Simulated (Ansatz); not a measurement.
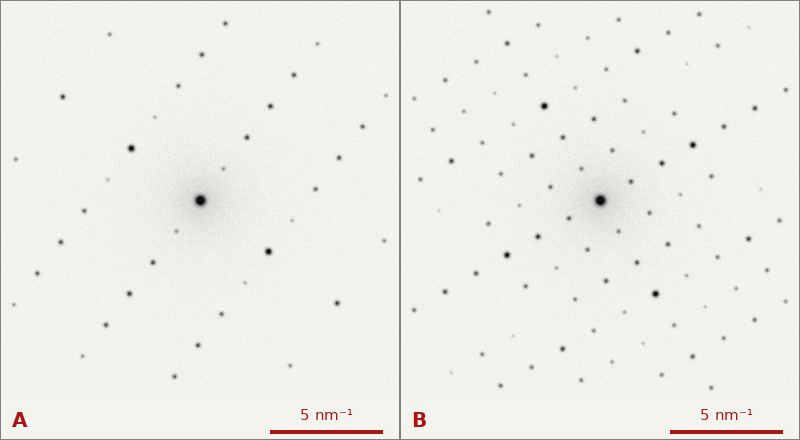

Kinematic electron diffraction patterns (300 kV, B = 0.5 Å², same scale, each along a low-index zone) of two structures of composition Sn2As, each relaxed at zero pressure with Ansatz, DFT PBE, scalar-relativistic, plane waves, PAW.

The structures (standard cells):
1. I4/mmm (No. 139), a = 3.661 Å, c = 11.370 Å, 6 atoms; generated start, possibly hypothetical
2. P-31m (No. 162), a = 7.053 Å, c = 6.172 Å (hexagonal axes), 9 atoms; generated start, possibly hypothetical

### Which pattern belongs to which structure, and along which zone?

A is structure 1 along [110] or an equivalent direction: rectangular net of 0 0 2 at d = 5.68 Å and 1 -1 0 at d = 2.59 Å, 90.0° apart (some points of this net are extinct or too weak to see). B is structure 2 along [100] or an equivalent direction: rectangular net (close to square) of 0 0 1 at d = 6.17 Å and 0 1 0 at d = 6.11 Å, 90.0° apart (some points of this net are extinct or too weak to see).

### Which structure lies lowest at this level of theory, and by how much?

Structure 1 (I4/mmm, 25.39 Å³ an atom) is the lowest of these; structure 2 (P-31m, 29.54 Å³ an atom) lies about 28 meV an atom higher. These are static energies at 0 K; other structures, not shown, may lie lower still.
